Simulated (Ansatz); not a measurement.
# GeH2 + AsH3: a complex and its separated parts

Aim: how far the complex at one end of a reaction step lies below its separated, relaxed parts, level by level.

Computed with Ansatz 0.2.0, Gaussian basis. Level: PBE0-D4/def2-TZVP structures, single points in def2-TZVPP, no counterpoise correction.

Levels: SPW92, PBE-D4, BLYP-D4, r2SCAN-D4, B97M-V, PBE0-D4, B3LYP-D4, r2SCAN0-D4, BHLYP-D4, CAM-B3LYP-D4, wB97X-V, wB97M-V, B2PLYP, PBE-QIDH, RPA on PBE, Hartree-Fock, MP2, CCSD, CCSD(T).

Correlated methods freeze the cores. Filled d shells of the heavier atoms are correlated. B3LYP uses VWN-RPA correlation. B2PLYP carries no dispersion term here.

56 further runs of the same task are left out: 56 set aside as unsound or not needed.

## Step 1: The system as given

The complex: 7 atoms, charge 0, spin multiplicity 1.

Atoms are counted from 1 here; the program's logs count them from 0.

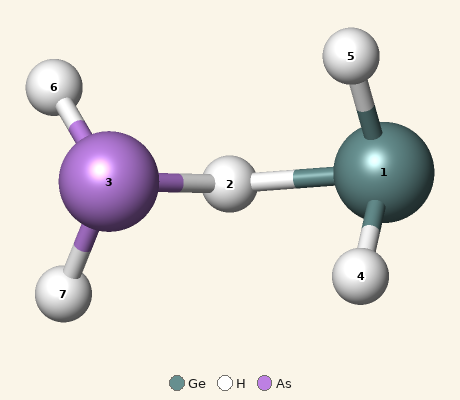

As it starts; germanium teal, hydrogen white, arsenic purple; atoms are numbered from 1 in the order of the file.

Geometry (Å):

```xyz
7

Ge   -1.65038    0.39848    0.21628
H    -0.32720   -0.54974   -0.47530
As    1.21596   -0.11771   -0.01203
H    -0.98465    1.80379   -0.08745
H    -1.11002    0.32407    1.70366
H     1.37100   -1.62610    0.16498
H     1.48530   -0.23279   -1.51025
```

Its parts: GeH2 holds atoms 1, 4, 5; AsH3 holds atoms 2, 3, 6, 7. Each part counts its atoms afresh in its own runs.

## Step 2: Relaxing GeH2 alone

File relax-a/in.yaml:

```yaml
crystal:
  periodic: [false, false, false]
  atoms:
    - {symbol: Ge, position_ang: [-1.650384, 0.398483, 0.216284]}
    - {symbol: H, position_ang: [-0.984651, 1.803789, -0.087447]}
    - {symbol: H, position_ang: [-1.110023, 0.324068, 1.703664]}
basis:
  gaussian: {orbitals: def2-TZVP}
hamiltonian: {xc: pbe0, dispersion: d4}
relax: {f_tol: 0.005, max_steps: 200}
```

Started as:

```console
$ ansatz run in.yaml --threads 2 --pin off --events-out ev --progress --plain --max-ram 4352MiB
```

After this run come: Relaxing AsH3 alone; SPW92/def2-TZVPP; PBE-D4/def2-TZVPP; BLYP-D4/def2-TZVPP; r2SCAN-D4/def2-TZVPP; B97M-V/def2-TZVPP; PBE0-D4/def2-TZVPP; B3LYP-D4/def2-TZVPP; r2SCAN0-D4/def2-TZVPP; BHLYP-D4/def2-TZVPP; CAM-B3LYP-D4/def2-TZVPP; wB97X-V/def2-TZVPP; wB97M-V/def2-TZVPP; B2PLYP/def2-TZVPP; PBE-QIDH/def2-TZVPP; RPA on PBE/def2-TZVPP; CCSD(T)/def2-TZVPP; MP2/def2-QZVPP; Vibrations of GeH2; Vibrations of AsH3.

**Question.** What will these runs give? Wanted: complex less parts, CCSD(T)/def2-TZVPP; with zero-point energy; largest T1 diagnostic.

The runs gave:

| quantity | value |
| --- | --- |
| complex less parts, CCSD(T)/def2-TZVPP | -26.7 kJ/mol |
| with zero-point energy | -17.6 kJ/mol |
| largest T1 diagnostic | 0.014 |

What this shows: At CCSD(T) the complex lies 26.7 kJ/mol below its parts. The functionals run from B2PLYP, off by +0.6 kJ/mol, to SPW92, off by -62.2 kJ/mol, against CCSD(T). Mean unsigned error by rung: LDA 62.2, GGA 23.8, meta-GGA 18.9, hybrid 12.6, range-separated hybrid 1.8, double hybrid 5.1 kJ/mol. PBE-D4 gives a relative energy 32.4 kJ/mol too low, outside chemical accuracy (1 kcal/mol, 4.2 kJ/mol). The complex's frequency run has imaginary modes: the structure is no minimum, so both the energy and the zero-point correction are in doubt. No counterpoise was applied, and triple zeta lacks some correlation, so the CCSD(T) reference has a basis error of its own, and close matches with it are partly luck. The restricted Hartree–Fock reference is unstable towards an unrestricted one at one or more of these structures.
